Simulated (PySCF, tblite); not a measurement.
# C3H7FSi: dynamics, then NMR shifts and electronic excitations on frames, part 1 of 2

Aim: move C3H7FSi (`C=C[C@H](F)[SiH3]`) away from its starting geometry and see how NMR shifts and electronic excitations follow the geometry.

Programs: tblite 0.8.0 and PySCF 2.14.0, with density-fitted response routines of our own. Each step states its level of theory. These are calculated values for one molecule in the gas phase, unless marked as measured. Atoms are numbered from 0 throughout.

### 1 Starting geometry

12 atoms, charge 0, multiplicity 1; geometry from: GFN2-xTB.

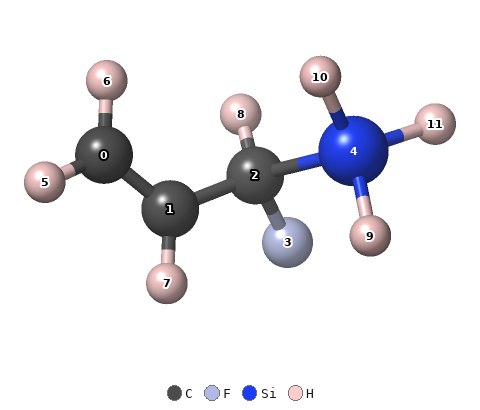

As it starts; carbon dark grey, fluorine light blue, silicon blue, hydrogen pink, atoms numbered; sticks join atoms by distance.

### 2 A short Langevin run with GFN2-xTB

Job settings and geometry (Å):

```
{"job": {"kind": "md", "xc": "GFN2-xTB", "basis": "xTB", "temperature": 600, "steps": 2000, "every": 50, "frames": 5}, "charge": 0, "multiplicity": 1}
C     -1.725770     0.598405     0.746448
C     -1.047066    -0.404433     0.218368
C      0.007577    -0.251586    -0.816483
F      0.080342    -1.406922    -1.590632
Si     1.749302     0.021594    -0.025005
H     -2.455019     0.444084     1.522213
H     -1.575881     1.615403     0.422382
H     -1.206007    -1.421688     0.548710
H     -0.239239     0.555420    -1.514981
H      2.018686    -1.105151     0.864235
H      1.675066     1.279847     0.714947
H      2.719206     0.074343    -1.116229
```

Level: GFN2-xTB Langevin dynamics, gas phase.

On the command line:

```console
> OMP_NUM_THREADS=1 python probes_run.py task.json out
```

One launch serves the whole session: the jobs run in the order shown.

Log:

```text
t/fs     T/K      E/eV
    0.0   523.0   -446.57978
   25.0   430.8   -446.13314
   50.0   539.7   -445.73377
   75.0   507.1   -445.67419
  100.0   561.5   -445.79536
  125.0   621.1   -445.75991
  150.0   476.2   -445.41321
  175.0   423.8   -445.51878
  200.0   601.1   -445.75112
  225.0   610.9   -445.85978
  250.0   731.1   -445.82810
  275.0   738.7   -446.04224
  300.0   358.5   -445.52692
  325.0   881.5   -445.96037
  350.0   618.7   -445.34195
  375.0   494.3   -445.56433
  400.0   634.5   -446.05440
  425.0   607.2   -445.83150
  450.0   569.9   -445.66492
  475.0   750.1   -445.68740
  500.0   680.3   -445.73077
  525.0   792.1   -445.73776
  550.0   645.3   -445.72489
  575.0   835.8   -445.80512
  600.0   559.8   -445.79592
  625.0   481.7   -445.70605
  650.0   606.3   -445.54991
  675.0   676.3   -445.80561
  700.0   484.2   -445.71633
  725.0   654.8   -446.04936
  750.0   529.8   -446.03698
  775.0   345.1   -445.81882
  800.0   510.3   -445.70946
  825.0   668.6   -445.89626
  850.0   657.0   -445.97323
  875.0   496.8   -445.62320
  900.0   576.4   -445.81557
  925.0   460.1   -445.45816
  950.0   642.5   -445.83563
  975.0   718.8   -445.69644
 1000.0   704.3   -445.80117
```

Wall time 21 s (1 thread of Intel Xeon at 2.50GHz, shared host); peak memory 0.18 GiB.

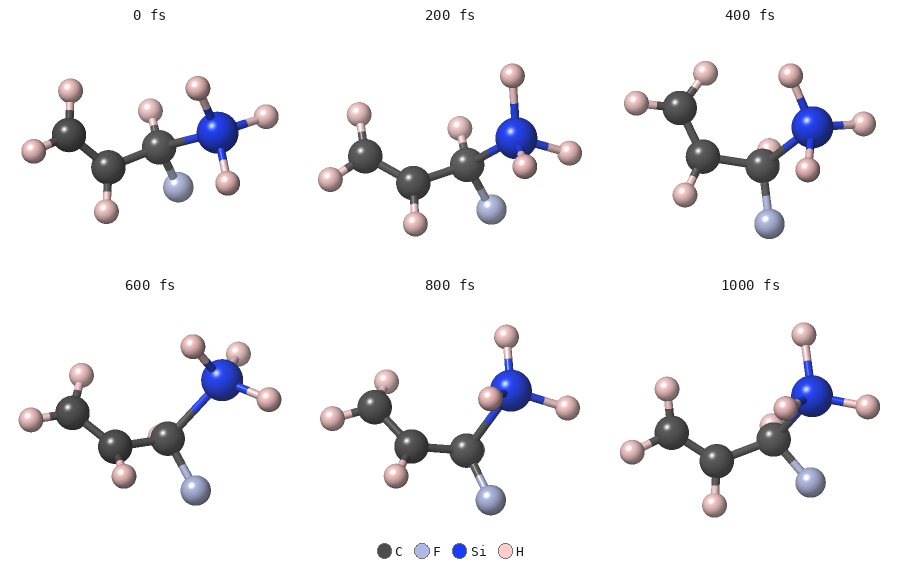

Frames of the run.

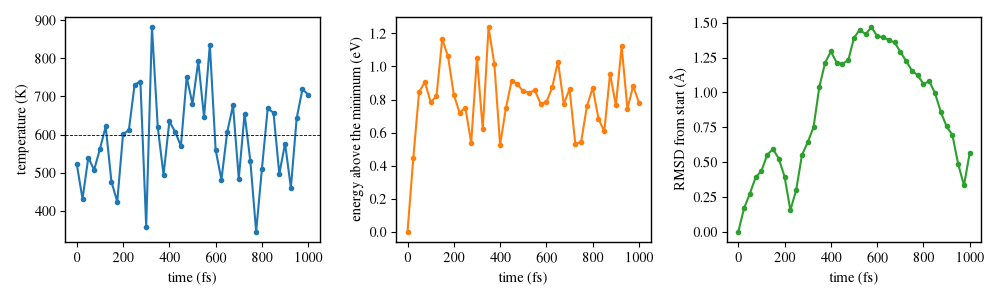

Temperature, potential energy and distance from the start.

Positions (Å) and forces (eV/Å) at 1000 fs:

```xyz
12

C    -2.651    0.148    1.413   -1.544    0.761    1.973
C    -1.757   -0.748    1.093    0.797    0.050   -0.281
C    -0.456   -0.531    0.359   -2.237   -0.459   -1.772
F     0.287   -1.691    0.448   -0.176   -1.460   -0.499
Si    0.891    0.492    1.043   -0.448    3.857    1.463
H    -3.532   -0.085    2.074    0.870   -0.278   -1.027
H    -2.575    1.221    1.383    0.455    0.048   -0.692
H    -1.942   -1.771    1.347    0.014   -0.492   -0.013
H    -0.744   -0.358   -0.745    0.652   -0.367    1.181
H     0.598    0.506    2.494    0.036    0.059   -0.161
H     0.817    1.929    0.501    0.012   -0.923    0.321
H     2.192    0.023    0.937    1.568   -0.797   -0.493
```

### 3 Shielding tensors: 250 fs, PBE0/pcSseg-1

Job settings and geometry (Å):

```
{"job": {"kind": "nmr", "xc": "PBE0", "basis": "pcSseg-1", "pop": false}, "charge": 0, "multiplicity": 1}
C     -2.639800     1.225000     0.769700
C     -1.928000     0.109800     0.451300
C     -0.502000     0.080700    -0.224700
F     -0.135600    -1.132600    -0.663700
Si     0.963600     0.806500     0.817700
H     -3.635600     1.178600     1.112200
H     -2.232500     2.133000     0.575900
H     -2.284900    -0.795400     0.702900
H     -0.742400     0.655100    -1.086000
H      1.590100    -0.284300     1.595400
H      0.622000     2.121900     1.551900
H      2.004900     0.932600    -0.255000
```

Level: GIAO PBE0/pcSseg-1 NMR shielding, non-relativistic, gas phase.

Log:

```text
coarse grid: 10312 points
cycle   1  E = -507.3106955845  dE =  3.215e-01  |g| = 4.662e-01  |ddm| = 2.975e+00
cycle   2  E = -507.2900848872  dE =  2.061e-02  |g| = 6.065e-01  |ddm| = 7.306e-01
cycle   3  E = -507.3511743125  dE = -6.109e-02  |g| = 7.481e-02  |ddm| = 4.240e-01
cycle   4  E = -507.3522232269  dE = -1.049e-03  |g| = 3.270e-02  |ddm| = 8.164e-02
cycle   5  E = -507.3524728622  dE = -2.496e-04  |g| = 1.108e-02  |ddm| = 3.076e-02
cycle   6  E = -507.3524999846  dE = -2.712e-05  |g| = 2.681e-03  |ddm| = 9.710e-03
cycle   7  E = -507.3525017701  dE = -1.786e-06  |g| = 2.946e-04  |ddm| = 2.501e-03
final grid: 94760 points
cycle   8  E = -507.3890758726  dE = -2.642e-05  |g| = 6.004e-03  |ddm| = 1.809e-02
cycle   9  E = -507.3890735759  dE =  2.297e-06  |g| = 7.105e-03  |ddm| = 1.023e-02
cycle  10  E = -507.3890844322  dE = -1.086e-05  |g| = 1.022e-03  |ddm| = 5.464e-03
cycle  11  E = -507.3890846023  dE = -1.700e-07  |g| = 1.947e-04  |ddm| = 7.535e-04
cycle  12  E = -507.3890846082  dE = -5.908e-09  |g| = 1.115e-04  |ddm| = 2.061e-04
cycle  13  E = -507.3890846112  dE = -3.026e-09  |g| = 1.737e-05  |ddm| = 9.839e-05
cycle  14  E = -507.3890846113  dE = -6.810e-11  |g| = 2.275e-06  |ddm| = 1.840e-05
converged SCF energy = -507.3890846113

GIAO shielding tensors (ppm)
atom      isotropic    diamagn.    paramagn.     s11        s22        s33       span
  0 C       68.211     254.474    -186.263    -55.904     79.691    180.844    236.749
  1 C       22.870     255.989    -233.118    -95.881     23.673    140.819    236.700
  2 C      100.532     244.872    -144.340     63.467     86.237    151.893     88.425
  3 F      436.210     474.341     -38.132    386.452    436.397    485.779     99.327
  4 Si     415.797     879.181    -463.384    375.145    393.729    478.517    103.372
  5 H       26.215      28.823      -2.608     22.814     26.220     29.612      6.798
  6 H       27.438      34.170      -6.732     22.589     27.452     32.273      9.684
  7 H       25.658      33.466      -7.808     20.709     27.015     29.249      8.540
  8 H       26.213      31.929      -5.717     23.253     25.807     29.578      6.324
  9 H       27.204      28.743      -1.539     24.419     25.686     31.508      7.090
 10 H       26.622      27.795      -1.173     23.502     25.277     31.085      7.583
 11 H       26.936      28.790      -1.855     24.077     25.315     31.415      7.338
```

Run time: 20 s. Hardware: 1 thread of Intel Xeon at 2.50GHz, shared host; peak memory 0.62 GiB.

The references, computed at this level on geometries of the same kind, shield at (ppm): 1H TMS 31.72, 13C TMS 186.9, 29Si TMS 349.2, 19F CFCl3 170.9. Their shielding less the atom's gives the shift. The references are single molecules in the gas phase, so shifts against H2O, NH3, PH3, H3PO4 or CFCl3 are not on the usual liquid scales and can be off by tens of ppm. Each atom is listed at this fixed geometry, with no averaging over motion; a spectrum would average atoms that exchange fast.

```tsv
atoms	environment	σ (ppm)	δ (ppm)
C1	alkene CH	22.9	164.1
C0	terminal =CH2 carbon	68.2	118.7
C2	allylic sp3 CH bonded to F and Si	100.5	86.4
H7	hydrogen on an alkene CH	25.66	6.06
H8	hydrogen on an allylic sp3 CH bonded to F and Si	26.21	5.50
H5	hydrogen on a terminal =CH2 carbon	26.22	5.50
H10	hydrogen on a silicon bonded to C	26.62	5.10
H11	hydrogen on a silicon bonded to C	26.94	4.78
H9	hydrogen on a silicon bonded to C	27.20	4.51
H6	hydrogen on a terminal =CH2 carbon	27.44	4.28
F3	fluorine on an sp3 carbon	436.2	-265.3
Si4	silicon bonded to C, 3 H	415.8	-66.6
```

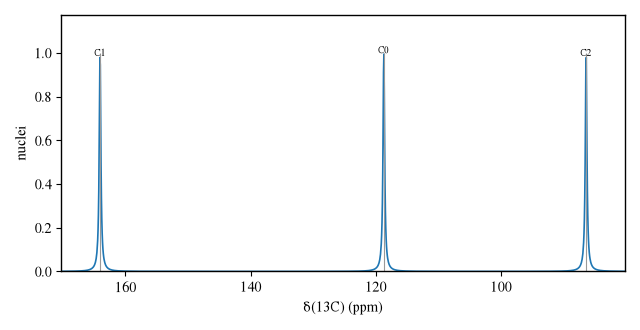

13C lines at the computed shifts, without couplings. Lines are broadened to a width of 0.31 ppm (Lorentzian).

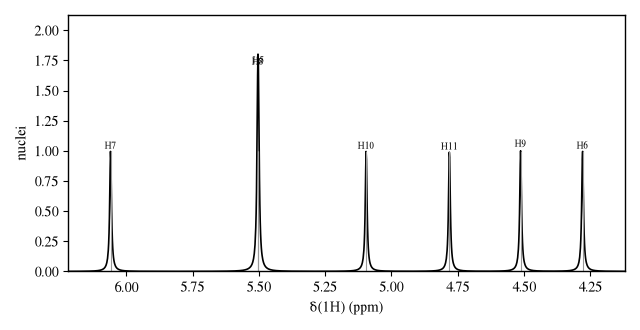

1H lines at the computed shifts, without couplings. Lines are broadened to a width of 0.01 ppm (Lorentzian).

### 4 Excited states and response: 250 fs, PBE0/def2-SVPD

Settings changed since step 3:

```diff
@@ -1,2 +1,2 @@
-{"job": {"kind": "nmr", "xc": "PBE0", "basis": "pcSseg-1", "pop": false}, "charge": 0, "multiplicity": 1}
+{"job": {"kind": "uv", "xc": "PBE0", "basis": "def2-SVPD", "nstates": 5, "ntriplets": 0}, "charge": 0, "multiplicity": 1}
 C     -2.639800     1.225000     0.769700
```

With the program's defaults for keys left out, this is: TDDFT PBE0/def2-SVPD, vertical, gas phase, core orbitals frozen in the response.

Log:

```text
coarse grid: 10312 points
cycle   1  E = -507.0791152315  dE =  2.835e-01  |g| = 4.245e-01  |ddm| = 4.389e+00
cycle   2  E = -507.0588272101  dE =  2.029e-02  |g| = 5.583e-01  |ddm| = 1.168e+00
cycle   3  E = -507.1157230468  dE = -5.690e-02  |g| = 7.235e-02  |ddm| = 5.746e-01
cycle   4  E = -507.1167206467  dE = -9.976e-04  |g| = 3.074e-02  |ddm| = 1.197e-01
cycle   5  E = -507.1169488526  dE = -2.282e-04  |g| = 1.028e-02  |ddm| = 4.909e-02
cycle   6  E = -507.1169728333  dE = -2.398e-05  |g| = 2.849e-03  |ddm| = 1.554e-02
cycle   7  E = -507.1169749001  dE = -2.067e-06  |g| = 3.762e-04  |ddm| = 4.260e-03
final grid: 94760 points
cycle   8  E = -507.1840343512  dE = -2.348e-05  |g| = 5.845e-03  |ddm| = 7.819e-02
cycle   9  E = -507.1840314360  dE =  2.915e-06  |g| = 7.152e-03  |ddm| = 1.855e-02
cycle  10  E = -507.1840427834  dE = -1.135e-05  |g| = 9.643e-04  |ddm| = 8.510e-03
cycle  11  E = -507.1840429557  dE = -1.723e-07  |g| = 1.352e-04  |ddm| = 1.030e-03
cycle  12  E = -507.1840429581  dE = -2.397e-09  |g| = 9.610e-05  |ddm| = 3.169e-04
cycle  13  E = -507.1840429605  dE = -2.361e-09  |g| = 1.661e-05  |ddm| = 1.318e-04
cycle  14  E = -507.1840429606  dE = -7.981e-11  |g| = 2.144e-06  |ddm| = 3.314e-05
converged SCF energy = -507.1840429606

Static polarisability (au): isotropic 66.918, principal 54.837 64.235 81.681

Singlet excitations
state   eV       nm        f      main configurations
  1   6.3710    194.6   0.22568   H->L 0.84
  2   6.6011    187.8   0.01906   H->L+1 0.91
  3   6.8806    180.2   0.00303   H->L+2 0.78, H->L+3 0.16
  4   7.1218    174.1   0.00954   H->L+3 0.36, H-1->L 0.26, H->L+4 0.17
  5   7.1606    173.1   0.03224   H-1->L 0.53, H->L+3 0.32
```

Wall time 27 s (1 thread of Intel Xeon at 2.50GHz, shared host); peak memory 0.71 GiB.

The orbitals next to the gap, with their largest atomic shares:

```tsv
orbital	eV	atoms
HOMO−3	-9.95	F3 23 %, Si4 18 %, C2 14 %
HOMO−2	-9.48	Si4 27 %, F3 16 %, C2 14 %
HOMO−1	-8.90	C2 19 %, Si4 17 %, C1 17 %
HOMO	-7.40	C0 34 %, C1 28 %, C2 11 %
LUMO	-0.40	C1 33 %, C0 31 %, Si4 7 %
LUMO+1	0.35	Si4 36 %, C2 12 %, H11 11 %
LUMO+2	0.63	Si4 44 %, H10 18 %, H9 18 %
```

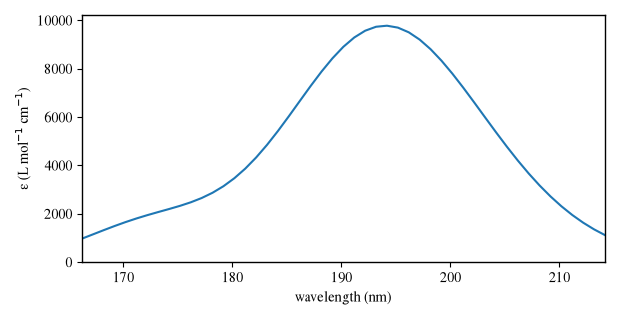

Absorption spectrum: each of the 5 states is a Gaussian band of 0.4 eV half-width at 1/e. Beyond the last state computed it falls off for lack of states.

Further results of this job:

```tsv
property	computed
dipole moment (D)	1.62
polarisability (Å³)	9.92
HOMO–LUMO gap (eV)	6.99
−ε(HOMO) (eV)	7.40
```

### 5 Nuclear shieldings: 425 fs, PBE0/pcSseg-1

Job settings and geometry (Å):

```
{"job": {"kind": "nmr", "xc": "PBE0", "basis": "pcSseg-1", "pop": false}, "charge": 0, "multiplicity": 1}
C     -2.444900     1.618100     0.844100
C     -2.068300     0.289400     0.853800
C     -0.876200    -0.292700     0.201500
F     -0.624200    -1.632200     0.530700
Si     0.727900     0.560900     0.814600
H     -3.335100     1.803900     1.409100
H     -1.772500     2.222600     0.254800
H     -2.500400    -0.341700     1.532400
H     -1.124100    -0.182800    -0.894400
H      1.716400     0.068600    -0.114700
H      1.217100     0.447100     2.250100
H      0.502300     2.048000     0.618500
```

Method: GIAO PBE0/pcSseg-1 NMR shielding, non-relativistic, gas phase.

Log:

```text
coarse grid: 10312 points
cycle   1  E = -507.3130441360  dE =  2.871e-01  |g| = 4.697e-01  |ddm| = 2.957e+00
cycle   2  E = -507.2868260767  dE =  2.622e-02  |g| = 6.434e-01  |ddm| = 7.524e-01
cycle   3  E = -507.3532257116  dE = -6.640e-02  |g| = 7.738e-02  |ddm| = 4.528e-01
cycle   4  E = -507.3543134145  dE = -1.088e-03  |g| = 3.436e-02  |ddm| = 8.272e-02
cycle   5  E = -507.3545805114  dE = -2.671e-04  |g| = 1.216e-02  |ddm| = 3.284e-02
cycle   6  E = -507.3546143452  dE = -3.383e-05  |g| = 3.066e-03  |ddm| = 1.170e-02
cycle   7  E = -507.3546167872  dE = -2.442e-06  |g| = 2.969e-04  |ddm| = 2.839e-03
final grid: 94760 points
cycle   8  E = -507.3910395581  dE = -2.637e-05  |g| = 6.299e-03  |ddm| = 1.899e-02
cycle   9  E = -507.3910343752  dE =  5.183e-06  |g| = 8.409e-03  |ddm| = 1.132e-02
cycle  10  E = -507.3910487207  dE = -1.435e-05  |g| = 1.112e-03  |ddm| = 6.137e-03
cycle  11  E = -507.3910489341  dE = -2.134e-07  |g| = 2.569e-04  |ddm| = 9.150e-04
cycle  12  E = -507.3910489455  dE = -1.138e-08  |g| = 1.394e-04  |ddm| = 2.797e-04
cycle  13  E = -507.3910489503  dE = -4.783e-09  |g| = 1.818e-05  |ddm| = 1.213e-04
cycle  14  E = -507.3910489503  dE = -7.174e-11  |g| = 2.657e-06  |ddm| = 1.940e-05
converged SCF energy = -507.3910489503

GIAO shielding tensors (ppm)
atom      isotropic    diamagn.    paramagn.     s11        s22        s33       span
  0 C       61.257     258.448    -197.191    -74.862     84.655    173.978    248.841
  1 C       20.337     258.974    -238.637   -110.025     26.634    144.401    254.426
  2 C       90.897     248.380    -157.483     53.325     76.077    143.288     89.963
  3 F      411.620     475.065     -63.445    357.639    426.084    451.136     93.496
  4 Si     412.886     880.047    -467.160    369.222    397.054    472.382    103.160
  5 H       25.129      27.782      -2.652     20.909     25.064     29.415      8.506
  6 H       25.124      32.060      -6.937     19.736     25.197     30.437     10.701
  7 H       25.144      32.603      -7.459     19.887     26.474     29.071      9.185
  8 H       24.910      30.317      -5.407     21.603     25.509     27.617      6.014
  9 H       27.516      30.121      -2.605     24.175     25.576     32.797      8.623
 10 H       26.695      28.214      -1.520     24.032     25.058     30.993      6.961
 11 H       27.215      29.840      -2.625     23.924     26.488     31.234      7.310
```

Run time: 20 s. Hardware: 1 thread of Intel Xeon at 2.50GHz, shared host; peak memory 0.62 GiB.

In short: δ C1 166.6, C0 125.7, C2 96.0, F3 -240.7, H8 6.81, H6 6.59 ppm.

### 6 TDDFT and polarisability: 425 fs, PBE0/def2-SVPD

Settings changed since step 5:

```diff
@@ -1,2 +1,2 @@
-{"job": {"kind": "nmr", "xc": "PBE0", "basis": "pcSseg-1", "pop": false}, "charge": 0, "multiplicity": 1}
+{"job": {"kind": "uv", "xc": "PBE0", "basis": "def2-SVPD", "nstates": 5, "ntriplets": 0}, "charge": 0, "multiplicity": 1}
 C     -2.444900     1.618100     0.844100
```

Level: TDDFT PBE0/def2-SVPD, vertical, gas phase, core orbitals frozen in the response.

Log:

```text
coarse grid: 10312 points
cycle   1  E = -507.0823560247  dE =  2.490e-01  |g| = 4.270e-01  |ddm| = 4.172e+00
cycle   2  E = -507.0570117963  dE =  2.534e-02  |g| = 5.905e-01  |ddm| = 1.086e+00
cycle   3  E = -507.1183848973  dE = -6.137e-02  |g| = 7.522e-02  |ddm| = 5.618e-01
cycle   4  E = -507.1194390343  dE = -1.054e-03  |g| = 3.189e-02  |ddm| = 1.209e-01
cycle   5  E = -507.1196782738  dE = -2.392e-04  |g| = 1.082e-02  |ddm| = 4.917e-02
cycle   6  E = -507.1197052932  dE = -2.702e-05  |g| = 3.311e-03  |ddm| = 1.616e-02
cycle   7  E = -507.1197082327  dE = -2.940e-06  |g| = 3.268e-04  |ddm| = 4.915e-03
final grid: 94760 points
cycle   8  E = -507.1869784373  dE = -2.279e-05  |g| = 6.396e-03  |ddm| = 8.200e-02
cycle   9  E = -507.1869716792  dE =  6.758e-06  |g| = 8.863e-03  |ddm| = 1.778e-02
cycle  10  E = -507.1869878167  dE = -1.614e-05  |g| = 1.055e-03  |ddm| = 9.225e-03
cycle  11  E = -507.1869880395  dE = -2.228e-07  |g| = 2.046e-04  |ddm| = 1.342e-03
cycle  12  E = -507.1869880464  dE = -6.867e-09  |g| = 1.322e-04  |ddm| = 4.136e-04
cycle  13  E = -507.1869880509  dE = -4.563e-09  |g| = 1.931e-05  |ddm| = 1.694e-04
cycle  14  E = -507.1869880510  dE = -1.037e-10  |g| = 2.905e-06  |ddm| = 3.895e-05
converged SCF energy = -507.1869880510

Static polarisability (au): isotropic 66.665, principal 56.513 64.708 78.775

Singlet excitations
state   eV       nm        f      main configurations
  1   5.8732    211.1   0.10835   H->L 0.73, H->L+1 0.23
  2   6.3501    195.2   0.10991   H->L+1 0.73, H->L 0.18
  3   6.7495    183.7   0.01367   H->L+2 0.77, H->L+3 0.15
  4   7.1532    173.3   0.00418   H->L+3 0.77, H->L+2 0.15
  5   7.2945    170.0   0.02447   H-1->L 0.82
```

Wall time 33 s (1 thread of Intel Xeon at 2.50GHz, shared host); peak memory 0.71 GiB.

Key values: HOMO -7.25 eV, LUMO -0.60 eV; lowest singlet 5.87 eV.

### 7 Shielding tensors: 625 fs, PBE0/pcSseg-1

Job settings and geometry (Å):

```
{"job": {"kind": "nmr", "xc": "PBE0", "basis": "pcSseg-1", "pop": false}, "charge": 0, "multiplicity": 1}
C     -2.879400     0.529500     1.252800
C     -1.772700    -0.151100     1.535100
C     -0.633700    -0.421800     0.450800
F     -0.253800    -1.765400     0.676800
Si     0.799700     0.881400     0.094700
H     -3.510800     0.716100     2.158000
H     -3.138800     1.238100     0.501200
H     -1.657000    -0.924000     2.259800
H     -1.222900    -0.456300    -0.521500
H      0.809600     0.885200    -1.338700
H      2.005200     0.292600     0.617800
H      0.309700     2.236100     0.655500
```

Level: GIAO PBE0/pcSseg-1 NMR shielding, non-relativistic, gas phase.

Log:

```text
coarse grid: 10312 points
cycle   1  E = -507.3004446497  dE =  1.577e-01  |g| = 4.899e-01  |ddm| = 2.918e+00
cycle   2  E = -507.2658772403  dE =  3.457e-02  |g| = 6.988e-01  |ddm| = 7.663e-01
cycle   3  E = -507.3447550626  dE = -7.888e-02  |g| = 6.814e-02  |ddm| = 4.562e-01
cycle   4  E = -507.3456203898  dE = -8.653e-04  |g| = 3.079e-02  |ddm| = 7.984e-02
cycle   5  E = -507.3458435587  dE = -2.232e-04  |g| = 9.971e-03  |ddm| = 2.996e-02
cycle   6  E = -507.3458648968  dE = -2.134e-05  |g| = 3.358e-03  |ddm| = 9.298e-03
cycle   7  E = -507.3458677621  dE = -2.865e-06  |g| = 2.028e-04  |ddm| = 2.676e-03
final grid: 94760 points
cycle   8  E = -507.3829243226  dE = -2.182e-05  |g| = 6.119e-03  |ddm| = 1.759e-02
cycle   9  E = -507.3829189618  dE =  5.361e-06  |g| = 8.270e-03  |ddm| = 1.113e-02
cycle  10  E = -507.3829330951  dE = -1.413e-05  |g| = 1.026e-03  |ddm| = 5.896e-03
cycle  11  E = -507.3829332787  dE = -1.836e-07  |g| = 2.311e-04  |ddm| = 7.998e-04
cycle  12  E = -507.3829332883  dE = -9.585e-09  |g| = 1.069e-04  |ddm| = 2.248e-04
cycle  13  E = -507.3829332910  dE = -2.739e-09  |g| = 2.183e-05  |ddm| = 9.554e-05
cycle  14  E = -507.3829332911  dE = -1.099e-10  |g| = 3.588e-06  |ddm| = 2.195e-05
converged SCF energy = -507.3829332911

GIAO shielding tensors (ppm)
atom      isotropic    diamagn.    paramagn.     s11        s22        s33       span
  0 C       68.598     249.853    -181.255    -37.010     67.553    175.249    212.259
  1 C       22.392     256.707    -234.315    -88.606     30.733    125.051    213.658
  2 C       85.200     248.193    -162.993     45.890     66.733    142.977     97.088
  3 F      397.221     474.951     -77.730    337.462    408.882    445.320    107.857
  4 Si     410.175     880.023    -469.848    377.496    405.199    447.829     70.333
  5 H       26.082      24.234       1.847     23.231     24.702     30.312      7.081
  6 H       25.949      31.218      -5.268     23.175     25.992     28.681      5.505
  7 H       24.435      30.557      -6.122     19.992     24.974     28.339      8.346
  8 H       25.097      31.992      -6.895     23.911     24.416     26.963      3.052
  9 H       27.821      30.616      -2.795     24.611     26.324     32.529      7.918
 10 H       27.513      29.443      -1.931     24.454     26.015     32.068      7.614
 11 H       26.613      28.328      -1.715     23.773     25.655     30.411      6.639
```

Run time: 24 s. Hardware: 1 thread of Intel Xeon at 2.50GHz, shared host; peak memory 0.62 GiB.

Key values: δ C1 164.5, C0 118.3, C2 101.7, F3 -226.3, H7 7.28, H8 6.62 ppm.

(Continued in part 2 of 2.)
